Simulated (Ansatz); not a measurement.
# singlet GeH2ClO+ at 3 levels

We compute a comparison of 3 runs (HF/STO-3G, PBE0/def2-SVPD, wB97M-V/def2-SVPD) of singlet GeH2ClO+. 

The calculation is run with Ansatz 0.2.0.

74 further runs of the same task are left out: 1 that didn't finish, 73 set aside as unsound or not needed.

**1. The molecule**

The species is GeH2ClO+ (5 atoms), meant as a singlet with charge +1. SMILES of the parent species: `[O][GeH2][Cl]`. The shape is that of a PBE0-D4/def2-TZVP optimisation. That shape belongs to the parent species and isn't relaxed for this state.

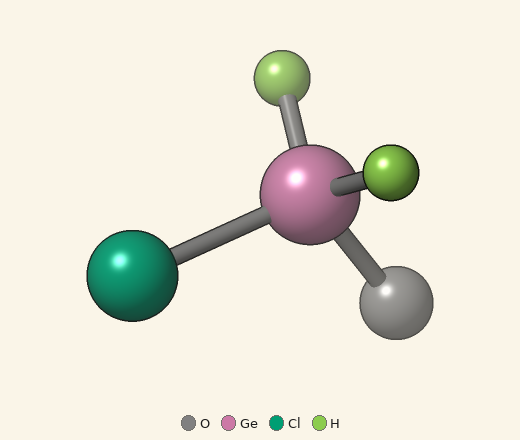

The structure, seen from a chosen angle (oxygen grey, germanium pink, chlorine teal, hydrogen green).

**2. The energy at HF/STO-3G (run 1)**

The input, input.yaml:

```yaml
crystal:
  periodic: [false, false, false]
  atoms:
    - {symbol: O, position_ang: [-0.272400, -0.591800, 1.625500]}
    - {symbol: Ge, position_ang: [0.123700, -0.081200, -0.034500]}
    - {symbol: Cl, position_ang: [-1.347100, 1.290100, -0.778900]}
    - {symbol: H, position_ang: [0.081000, -1.343800, -0.899000]}
    - {symbol: H, position_ang: [1.464600, 0.653000, 0.045400]}
basis:
  gaussian: {orbitals: STO-3G}
total_charge: 1
hamiltonian: {xc: hf}
accuracy: high
output: {orbitals: {seedname: orbitals}}
```

Run with:

```bash
$ ansatz run input.yaml --threads 1 --pin off --max-ram 3480MiB --events-out events.jsonl --progress --plain --runs-dir runs
```

What it wrote:

```text
Warning: RAYON_NUM_THREADS=1 ignored (pool sized by the plan → 1); use --threads N
Functional definition: HF
  name "HF"
  exchange = exact_x
  correlation = 0
556 factors; integrals over basis functions are off by at most 4.6e-9 eV
mean field evaluation 1: about -70215.3218 eV, gradient 5.1e1 eV
mean field evaluation 2: about -70215.3635 eV, gradient 5.1e1 eV
mean field evaluation 4: about -70230.4422 eV, gradient 1.9e1 eV
mean field evaluation 8: about -70232.3741 eV, gradient 9.4e-2 eV
mean field evaluation 16: about -70232.3691 eV, gradient 1.0e-8 eV
mean field evaluation 32: about -70232.2694 eV, gradient 2.2e-1 eV
mean field evaluation 64: about -70232.3165 eV, gradient 1.9e0 eV
mean field evaluation 96: about -70232.2098 eV, gradient 4.8e-1 eV
mean field -70232.36913499 eV, -2580.9919605014 hartree, gradient 1.0e-8 eV, S^2 0.000000; 3 other end points of the search recorded, 0 dependent functions left out
reference -70232.36913499 eV, -2580.9919605014 hartree; 29, 29 occupied and 5, 5 virtual orbitals, 556 factors
Total energy: -70232.36913499 eV, -2580.9919605014 hartree
```

Wall time 1.4 s (1 thread of Intel Xeon Platinum 8259CL at 2.50GHz (Skylake/Cascade Lake), shared host).

**3. The energy at PBE0/def2-SVPD (run 2)**

The input, in.yaml:

```yaml
crystal:
  periodic: [false, false, false]
  atoms:
    - symbol: O
      position_ang: [-0.272400, -0.591800, 1.625500]
    - symbol: Ge
      position_ang: [0.123700, -0.081200, -0.034500]
    - symbol: Cl
      position_ang: [-1.347100, 1.290100, -0.778900]
    - symbol: H
      position_ang: [0.081000, -1.343800, -0.899000]
    - symbol: H
      position_ang: [1.464600, 0.653000, 0.045400]
basis:
  gaussian: {orbitals: def2-SVPD}
accuracy: high
magnetization: {spin_polarized: false, initial_magnetization: 0}
hamiltonian: {xc: pbe0}
total_charge: 1
output: {orbitals: {seedname: orbitals}}
```

Run with:

```bash
$ ansatz run in.yaml --threads 1 --pin off --max-ram 3480MiB --events-out events.jsonl --progress --plain --runs-dir runs
```

What it wrote:

```text
Warning: RAYON_NUM_THREADS=1 ignored (pool sized by the plan → 1); use --threads N
Functional definition: PBE0
  name "PBE0"
  parameter a = 0.25
  parameter kappa = 0.804
  parameter beta = 0.06672455060314922
  exchange = (1 - a)*pbe_x(kappa = kappa, mu = beta*pi^2/3) + a*exact_x
  correlation = pbe_c(beta = beta)
1996 factors; integrals over basis functions are off by at most 4.5e-9 eV
mean field evaluation 1: about -71056.2008 eV, gradient 9.8e1 eV
mean field evaluation 2: about -70801.0341 eV, gradient 2.1e2 eV
mean field evaluation 4: about -71065.8369 eV, gradient 7.3e1 eV
mean field evaluation 8: about -71081.1022 eV, gradient 5.6e0 eV
mean field evaluation 16: about -71081.2476 eV, gradient 7.8e-2 eV
mean field evaluation 32: about -71081.2476 eV, gradient 1.0e-6 eV
mean field evaluation 64: about -71081.1247 eV, gradient 2.6e0 eV
mean field -71081.24759449 eV, -2612.1876684976 hartree, gradient 2.7e-8 eV, S^2 0.000000; 4 other end points of the search recorded, 0 dependent functions left out
reference -71081.24759759 eV, -2612.1876686112 hartree; 29, 29 occupied and 75, 75 virtual orbitals, 1996 factors
Total energy: -71081.24759759 eV, -2612.1876686112 hartree
```

Wall time 22 s (1 thread of Intel Xeon Platinum 8259CL at 2.50GHz (Skylake/Cascade Lake), shared host); peak memory 0.38 GiB.

**4. A single-point energy at wB97M-V/def2-SVPD (run 3)**

The input, job.yaml:

```yaml
crystal:
  periodic: [false, false, false]
  atoms:
    - {symbol: O, position_ang: [-0.272400, -0.591800, 1.625500]}
    - {symbol: Ge, position_ang: [0.123700, -0.081200, -0.034500]}
    - {symbol: Cl, position_ang: [-1.347100, 1.290100, -0.778900]}
    - {symbol: H, position_ang: [0.081000, -1.343800, -0.899000]}
    - {symbol: H, position_ang: [1.464600, 0.653000, 0.045400]}
basis:
  gaussian: {orbitals: def2-SVPD}
total_charge: 1
hamiltonian: {xc: {name: wB97M-V}}
accuracy: high
output: {orbitals: {seedname: orbitals}}
```

Run with:

```bash
$ ansatz run job.yaml --threads 1 --pin off --max-ram 3480MiB --events-out events.jsonl --progress --plain --runs-dir runs
```

What it wrote (excerpt; [...] marks lines left out):

```text
Warning: RAYON_NUM_THREADS=1 ignored (pool sized by the plan → 1); use --threads N
Functional definition: wB97M-V
  name "wB97M-V"
[...]
  gx(w, u) = 1 - cx + cx01*u + cx10*w
  gss(w, u) = css00 + css04*u^4 + css10*w + css20*w^2 + css43*w^4*u^3
  gos(w, u) = cos00 + cos10*w + (cos20 + cos21*u)*w^2 + (cos60 + cos61*u)*w^6
[...]
      + integral(e_c_pw_mod_opposite_spin*gos(b97_w_opposite, b97_u_opposite)) + vv10(b, c)
1996 factors; integrals over basis functions are off by at most 4.5e-9 eV
449 factors; integrals over basis functions are off by at most 2.1e-9 eV
[...]
mean field -71090.00186065 eV, -2612.5093818450 hartree, gradient 7.8e-8 eV, S^2 0.000000; 4 other end points of the search recorded, 0 dependent functions left out
reference -71090.00186586 eV, -2612.5093820365 hartree; 29, 29 occupied and 75, 75 virtual orbitals, 1996 factors
Total energy: -71090.00186586 eV, -2612.5093820365 hartree
```

Run time: 2.3 min. Hardware: 1 thread of Intel Xeon Platinum 8259CL at 2.50GHz (Skylake/Cascade Lake), shared host; peak memory 0.65 GiB.

**5. All runs side by side**

```csv
run,level,energy (Eh),HOMO energy (eV),LUMO energy (eV),HOMO–LUMO gap (eV),wall time
1,HF/STO-3G,-2580.991961,-16.18,-7.96,8.22,1.4 s
2,PBE0/def2-SVPD,-2612.187669,-15.86,-14.16,1.69,22 s
3,wB97M-V/def2-SVPD,-2612.509382,-17.59,-12.38,5.22,2.3 min
```

**6. What came out**

| quantity | value |
| --- | --- |
| run 3: total energy | -2612.50938 Eh |
| run 3: HOMO energy | -17.59 eV |
| run 3: LUMO energy | -12.38 eV |
| run 3: HOMO–LUMO gap | 5.22 eV |

**Reading.** The HOMO–LUMO gap runs from 1.69 eV (PBE0/def2-SVPD) to 8.22 eV (HF/STO-3G). The two ends differ in method and basis. Totals of different functionals can't be ranked against each other. In run 1 the basis is minimal, so the values are rough. All runs together took 2.7 min, the longest 2.3 min.
